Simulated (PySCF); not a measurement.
**CoO(OH)₂: relaxation and vibrations of the quartet**

Aim: relax CoO(OH)₂ as a quartet from a T-shaped (ligand arrangement 1) start, check by its vibrations whether the end is a minimum, and collect its spectrum and constants.

Method: PBE0, basis Co def2-TZVP, O def2-TZVP, H def2-TZVP, no relativity, density fitting; program: PySCF 2.14.0.

## Step 1: Starting geometry

6 atoms, charge 0, spin multiplicity 4.

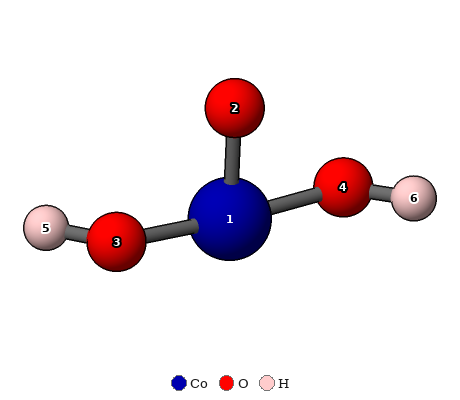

As it starts; cobalt blue, oxygen red, hydrogen pink; atoms are numbered from 1 in the order of the file.

Z-matrix (Å, degrees; charge 0 multiplicity 4):
```
Co
O  1 1.6000
O  1 1.7400 2 88.00
O  1 1.7400 2 88.00 3 180.00
H  3 0.9600 1 130.00 2 89.99
H  4 0.9600 1 130.00 2 89.99
```

## Step 2: The SCF at the typed geometry

The steps below are one call of a driver around PySCF. For each, scf.py gives the equivalent set-up of the SCF; relaxations use the driver's own optimiser. After this first run the driver tries any further starts and a stability analysis.

File scf.py:

```python
from pyscf import gto, scf, dft
mol = gto.M(atom='''
Co     0.000000     0.000000     0.000000
O      0.000000     0.000000     1.600000
O      1.738900     0.000000     0.060700
O     -1.738900     0.000000     0.060700
H      2.355600    -0.735400     0.082300
H     -2.355600     0.735400     0.082300''',
    basis={'Co': 'def2-TZVP', 'O': 'def2-TZVP', 'H': 'def2-TZVP'},
    charge=0, spin=3)
mf = dft.UKS(mol, xc='PBE0')
mf.grids.atom_grid = (50, 194)
aux = {'Co': 'def2-universal-JKFIT', 'O': 'def2-universal-JKFIT', 'H': 'def2-universal-JKFIT'}
mf = mf.density_fit(auxbasis=aux)
mf.conv_tol = 1e-08
mf.diis_space = 10
mf.max_cycle = 60
mf.init_guess = 'minao'
mf.verbose = 4
mf.kernel()
```

Started as:

```bash
> OMP_NUM_THREADS=4 python axn.py task.json out
```

Log, shortened:

```text
[... the frontier levels of the middle cycles are left out ...]
init E= -1608.27539203138
[... the frontier-level lines of each cycle are left out ...]
cycle= 1 E= -1591.30214000827  delta_E=   17  |g|= 5.66  |ddm|= 9.95
cycle= 2 E= -1510.04797794367  delta_E= 81.3  |g|= 17.2  |ddm|= 16.8
cycle= 3 E= -1574.61968990964  delta_E= -64.6  |g|= 11.7  |ddm|= 8.33
cycle= 4 E= -1586.97025898811  delta_E= -12.4  |g|= 9.48  |ddm|= 3.35
cycle= 5 E= -1591.77032461022  delta_E= -4.8  |g|= 7.45  |ddm|= 5.46
cycle= 6 E= -1596.77626186587  delta_E= -5.01  |g|=  6.6  |ddm|= 3.25
cycle= 7 E= -1598.19418559906  delta_E= -1.42  |g|= 5.88  |ddm|= 2.47
cycle= 8 E= -1603.13140929306  delta_E= -4.94  |g|=  4.7  |ddm|= 2.83
cycle= 9 E= -1604.55189748842  delta_E= -1.42  |g|= 4.09  |ddm|= 0.581
cycle= 10 E= -1605.8899408173  delta_E= -1.34  |g|= 3.57  |ddm|= 0.782
cycle= 11 E= -1606.68976894572  delta_E= -0.8  |g|= 3.02  |ddm|= 0.408
cycle= 12 E= -1590.66163371106  delta_E=   16  |g|= 5.62  |ddm|= 11.9
cycle= 13 E= -1606.46581278961  delta_E= -15.8  |g|= 3.33  |ddm|= 11.9
cycle= 14 E= -1606.18057692214  delta_E= 0.285  |g|= 3.51  |ddm|= 0.216
[... 46 cycles left out ...]
SCF not converged.
init E= -1608.27539203138
[... 20 cycles left out ...]
SCF not converged.
init E= -1609.1783238114
[... 16 cycles left out ...]
cycle= 17 E= -1609.17883597764  delta_E= 3.26e-05  |g|= 0.00371  |ddm|= 0.00597
cycle= 18 E= -1609.17884739797  delta_E= -1.14e-05  |g|= 0.00337  |ddm|= 0.00495
cycle= 19 E= -1609.17883541564  delta_E= 1.2e-05  |g|= 0.00347  |ddm|= 0.00319
cycle= 20 E= -1609.17881321714  delta_E= 2.22e-05  |g|= 0.00364  |ddm|= 0.00535
cycle= 21 E= -1609.17879916931  delta_E= 1.4e-05  |g|= 0.00376  |ddm|= 0.00645
cycle= 22 E= -1609.17881230753  delta_E= -1.31e-05  |g|= 0.00329  |ddm|= 0.00653
cycle= 23 E= -1609.17877396985  delta_E= 3.83e-05  |g|= 0.00421  |ddm|= 0.0138
cycle= 24 E= -1609.17885526936  delta_E= -8.13e-05  |g|= 0.0026  |ddm|= 0.017
cycle= 25 E= -1609.17884492842  delta_E= 1.03e-05  |g|= 0.00392  |ddm|= 0.0128
cycle= 26 E= -1609.17891520916  delta_E= -7.03e-05  |g|= 0.00306  |ddm|= 0.0223
cycle= 27 E= -1609.17890550275  delta_E= 9.71e-06  |g|= 0.00287  |ddm|= 0.00297
cycle= 28 E= -1609.17897314587  delta_E= -6.76e-05  |g|= 0.00227  |ddm|= 0.0176
cycle= 29 E= -1609.17900574966  delta_E= -3.26e-05  |g|= 0.00271  |ddm|= 0.00804
cycle= 30 E= -1609.17903389241  delta_E= -2.81e-05  |g|= 0.00336  |ddm|= 0.0173
SCF not converged.
macro= 0  E= -1609.18015979199  delta_E= -0.0011259  |g|= 0.00335676  2 KF 12 JK
macro= 1  E= -1609.18192812504  delta_E= -0.00176833  |g|= 0.00681992  4 KF 22 JK
macro= 2  E= -1609.18388496089  delta_E= -0.00195684  |g|= 0.0145475  4 KF 22 JK
macro= 3  E= -1609.18440870759  delta_E= -0.000523747  |g|= 0.00596379  3 KF 16 JK
macro= 4  E= -1609.18444577728  delta_E= -3.70697e-05  |g|= 8.24341e-05  4 KF 20 JK
macro= 5  E= -1609.18444577951  delta_E= -2.23054e-09  |g|= 4.5451e-05  1 KF 3 JK
macro X = 6  E=-1609.18444577951  |g|= 4.5451e-05  total 19 KF 102 JK
converged SCF energy = -1609.18444577951  <S^2> = 3.7698625  2S+1 = 4.0099189
```

This step, with its further starts and checks, needed 97 s of wall time on 4 threads of Arm Neoverse V1, shared host.

The starts that the driver tried:

| start | energy (Eh) |
| --- | --- |
| the minimal-basis guess | -1609.184446 |
| a thermally smeared density | -1609.175808 |
| a smeared PBE density | -1609.178375 |

Where DIIS stalls, the driver goes on with a level shift of 0.3 Eh and then with a second-order solver.

No lower solution of this spin turned up from the other starts or in the test of internal stability.

## Step 3: Relaxation: T-shaped (ligand arrangement 1) start, quartet

The program finds C2 symmetry in the start, which this walk keeps.

Changes to scf.py since step 2:

```diff
@@ -3,6 +3,6 @@
-Co     0.000000     0.000000     0.000000
-O      0.000000     0.000000     1.600000
-O      1.738900     0.000000     0.060700
-O     -1.738900     0.000000     0.060700
-H      2.355600    -0.735400     0.082300
-H     -2.355600     0.735400     0.082300''',
+Co     0.000000     0.000000    -0.254279
+O      0.000000     0.000000     1.345721
+O      1.738900    -0.000000    -0.193579
+O     -1.738900     0.000000    -0.193579
+H      2.355600    -0.735400    -0.171979
+H     -2.355600     0.735400    -0.171979''',
@@ -18 +17,0 @@
-mf.init_guess = 'minao'
```

Energy and gradient, step by step:

```csv
step,energy (Eh),change (kJ/mol),largest symmetric gradient (Eh/bohr)
0,-1609.184446,0.00,0.03813
1,-1609.203099,-48.97,0.04121
2,-1609.210842,-69.30,0.04928
3,-1609.220864,-95.61,0.05427
4,-1609.226300,-109.89,0.03425
5,-1609.231035,-122.32,0.01788
6,-1609.234178,-130.57,0.01713
7,-1609.235552,-134.18,0.00902
8,-1609.236802,-137.46,0.00729
9,-1609.238519,-141.97,0.01380
10,-1609.239725,-145.14,0.00728
11,-1609.240182,-146.34,0.00835
12,-1609.240453,-147.05,0.00699
13,-1609.240853,-148.10,0.00908
14,-1609.241168,-148.92,0.00323
15,-1609.241357,-149.42,0.00330
16,-1609.241428,-149.61,0.00174
17,-1609.241445,-149.65,0.00020
18,-1609.241446,-149.65,0.00007
```

The walk took 98 s.

Positions (Å) and forces (eV/Å) along the way:

```
step 0
Co   0.000   0.000  -0.254   0.000   0.000   0.717
O    0.000   0.000   1.346   0.000   0.000   1.960
O    1.739   0.000  -0.194   1.238   0.089  -1.486
O   -1.739   0.000  -0.194  -1.238  -0.089  -1.486
H    2.356  -0.735  -0.172  -0.310   0.032   0.147
H   -2.356   0.735  -0.172   0.310  -0.032   0.147
step 1
Co   0.000   0.000  -0.211   0.000   0.000   2.119
O    0.000   0.000   1.422   0.000   0.000   0.284
O    1.765   0.007  -0.294   0.108  -0.171  -1.421
O   -1.765  -0.007  -0.294  -0.108   0.171  -1.421
H    2.355  -0.740  -0.131  -0.459   0.272   0.219
H   -2.355   0.740  -0.131   0.459  -0.272   0.219
step 9
Co   0.000   0.000   0.056   0.000   0.000   0.041
O    0.000   0.000   1.642   0.000   0.000  -0.209
O    1.597  -0.158  -0.566   0.710  -0.493   0.356
O   -1.597   0.158  -0.566  -0.710   0.493   0.356
H    2.324  -0.608  -0.103  -0.433   0.404  -0.272
H   -2.324   0.608  -0.103   0.433  -0.404  -0.272
step 18
Co   0.000   0.000  -0.053   0.000   0.000   0.001
O    0.000   0.000   1.528   0.000   0.000  -0.002
O    1.610  -0.342  -0.580   0.002   0.004  -0.002
O   -1.610   0.342  -0.580  -0.002  -0.004  -0.003
H    2.342  -0.491   0.022   0.001  -0.003   0.003
H   -2.342   0.491   0.022  -0.001   0.003   0.003
```

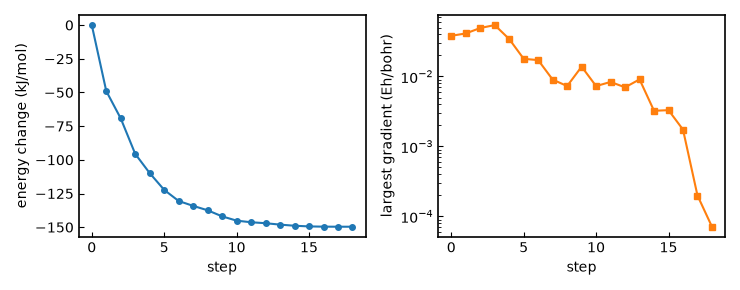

How energy and gradient fall.

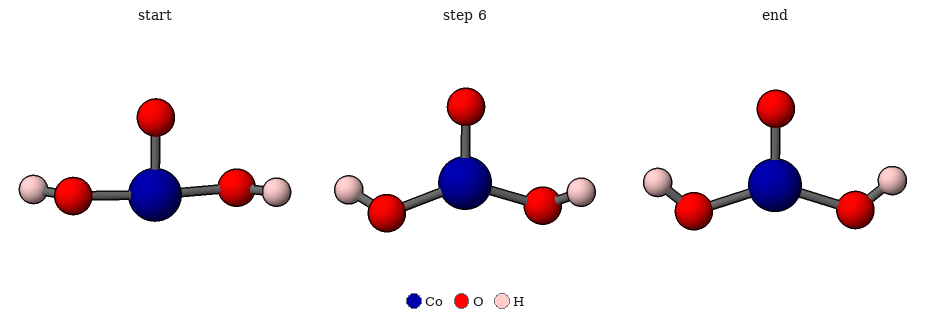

Start and end of the relaxation, with a step between.

End point (C2v, 18 steps, 149.7 kJ/mol gained): Co–O 1.581 Å, Co–O 1.729 Å (×2), O–H 0.960 Å (×2); Co–O–H 123.4° (×2), O–Co–O 107.8° (×2), O–Co–O 144.5°.

## Step 4: Hessian and properties

The point is checked on the finer grid, and tightened if its gradient asks for it. The Hessian and the dipole derivatives come from central differences of analytic gradients, with steps of 0.02 bohr.

Changes to scf.py since step 3:

```diff
@@ -3,6 +3,6 @@
-Co     0.000000     0.000000    -0.254279
-O      0.000000     0.000000     1.345721
-O      1.738900    -0.000000    -0.193579
-O     -1.738900     0.000000    -0.193579
-H      2.355600    -0.735400    -0.171979
-H     -2.355600     0.735400    -0.171979''',
+Co     0.000000    -0.000000    -0.080557
+O      0.000000    -0.000000     1.500218
+O      1.611972    -0.339258    -0.605869
+O     -1.611972     0.339258    -0.605869
+H      2.341507    -0.492796    -0.001694
+H     -2.341507     0.492796    -0.001694''',
@@ -12 +12 @@
-mf.grids.atom_grid = (50, 194)
+mf.grids.atom_grid = (75, 302)
@@ -15 +15 @@
-mf.conv_tol = 1e-08
+mf.conv_tol = 1e-10
```

The driver hands on the density of the step before, so the log starts near convergence.

Log of the central SCF (cycles and frontier levels):

```text
init E= -1609.24136942588
[... the frontier-level lines of each cycle are left out ...]
cycle= 1 E= -1609.24136942492  delta_E= 9.63e-10  |g|= 6.7e-05  |ddm|= 2.37e-05
cycle= 2 E= -1609.24136938876  delta_E= 3.62e-08  |g|= 0.000401  |ddm|= 0.000134
cycle= 3 E= -1609.24136942595  delta_E= -3.72e-08  |g|= 6.21e-06  |ddm|= 0.000116
cycle= 4 E= -1609.24136942596  delta_E= -1.05e-11  |g|= 2.31e-06  |ddm|= 3.21e-06
Extra cycle  E= -1609.24136942596  delta_E= -2.96e-12  |g|= 8.5e-06  |ddm|= 5.12e-06
converged SCF energy = -1609.24136942596  <S^2> = 3.7893385  2S+1 = 4.0196211
```

The whole step took 2.8 min.

Geometry: C2v; Co–O 1.581 Å, Co–O 1.729 Å (×2), O–H 0.960 Å (×2); Co–O–H 123.3° (×2), O–Co–O 107.7° (×2), O–Co–O 144.6°.

Harmonic modes (main isotopes):

```csv
symmetry,ω (cm⁻¹),IR (km/mol)
b1,180,2.8
a1,206,1.5
b2,209,11.6
a2,331,0.0
b1,383,228
b2,664,276
a1,676,25.1
a1,738,55.5
b2,810,89.2
a1,962,37.2
b2,3902,319
a1,3906,8.6
```

Every mode is real; the point is a minimum.

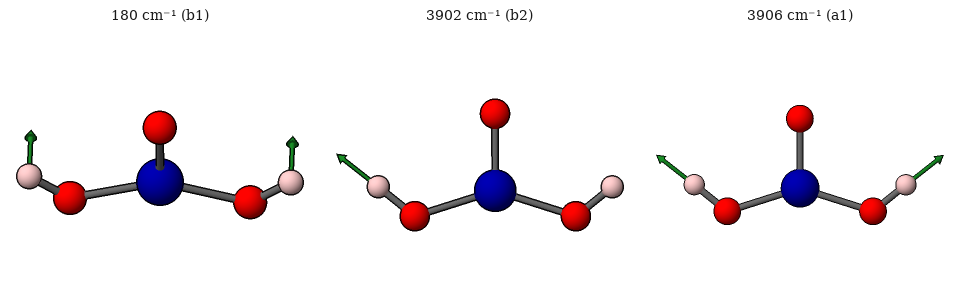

Displacements of 3 of the modes, as arrows (one member where a mode is degenerate).

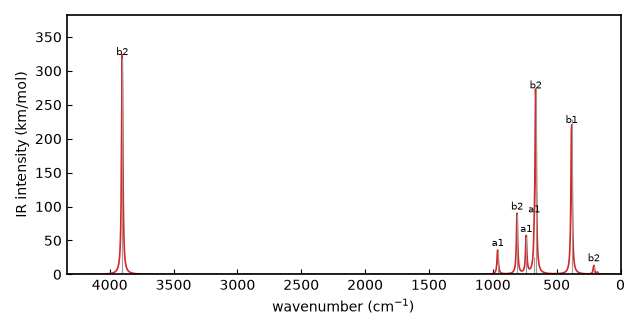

The harmonic infrared spectrum (widths in cm⁻¹). Lines are broadened to a width of 12 cm⁻¹ (Lorentzian).

Constants and moments:

```
Dipole moment                                                   : 0.32 D
Highest occupied level                                          : -8.96 eV
Lowest empty level                                              : -4.08 eV
Rotational constants                                            : 0.3503, 0.1714, 0.1151 cm⁻¹
Zero-point energy                                               : 77.6 kJ/mol
Principal polarisabilities                                      : 22.4, 42.0, 57.1 bohr³
Atomisation energy without zero-point energy                    : 1829 kJ/mol
Principal traceless quadrupole moments about the centre of mass : -7.28, -1.05, 8.34 D Å
Entropy at 298.15 K and 1 bar (electronic part: spin only)      : 319.4 J/(mol K)
Heat capacity Cp at 298.15 K                                    : 84.4 J/(mol K)
Enthalpy at 298.15 K above 0 K                                  : 17.44 kJ/mol
Rotational symmetry number                                      : 2
Spin squared ⟨S²⟩                                               : 3.789
```

Populations by atom (charges in e):

```
atom  Mulliken  Löwdin  polar tensor  spin (Mulliken)  Mayer order to Co1
 Co1      0.95    0.32          1.24             1.96                   –
  O2     -0.40   -0.15         -0.35             0.76                1.82
O3,4     -0.62   -0.26         -0.75             0.13                1.01
H5,6      0.34    0.17          0.31             0.01                0.02
```

Outer orbital energies (eV). α occupied: -12.47, -11.81, -10.50, -10.17, -9.73, -9.25, -9.05, -8.97; empty: -4.08, -0.01, 1.56, 2.76. β occupied: -12.16, -11.29, -10.32, -10.07, -10.00, -9.38, -9.31, -8.96; empty: -3.52, -3.49, -3.27, -2.78.

Mulliken populations on Co1: s 6.47, p 12.35, d 7.22, f 0.00.

## Step 5: Outcome

```
                                          quantity                                                                                                                     value
                                           minimum                                                                                                              quartet, C2v
                                          geometry                  Co–O 1.581 Å, Co–O 1.729 Å (×2), O–H 0.960 Å (×2); Co–O–H 123.3° (×2), O–Co–O 107.7° (×2), O–Co–O 144.6°
                                wavenumbers (cm⁻¹)  180 (b1), 206 (a1), 209 (b2), 331 (a2), 383 (b1), 664 (b2), 676 (a1), 738 (a1), 810 (b2), 962 (a1), 3902 (b2), 3906 (a1)
                                     dipole moment                                                                                                                    0.32 D
highest occupied, lowest empty level (either spin)                                                                                                           -8.96, -4.08 eV
                        polar-tensor charge of Co1                                                                                                                   +1.24 e
                                 zero-point energy                                                                                                               77.6 kJ/mol
                               entropy at 298.15 K                                                                                                           319.4 J/(mol K)
         atomisation energy (no zero-point energy)                                                                                                               1829 kJ/mol
                                              ⟨S²⟩                                                                                                                     3.789
```

In words: The T-shaped (ligand arrangement 1) start (C2) ends in a minimum of C2v symmetry. The strongest infrared band lies at 3902 cm⁻¹ (b2). Most of the spin sits on Co1 (Mulliken spin 1.96, against 3 for the whole molecule). Only this shape and spin were tried, so other structures or states may lie lower. One determinant may miss the lowest occupation of an open d or f shell.

The search up to here took 6 min.
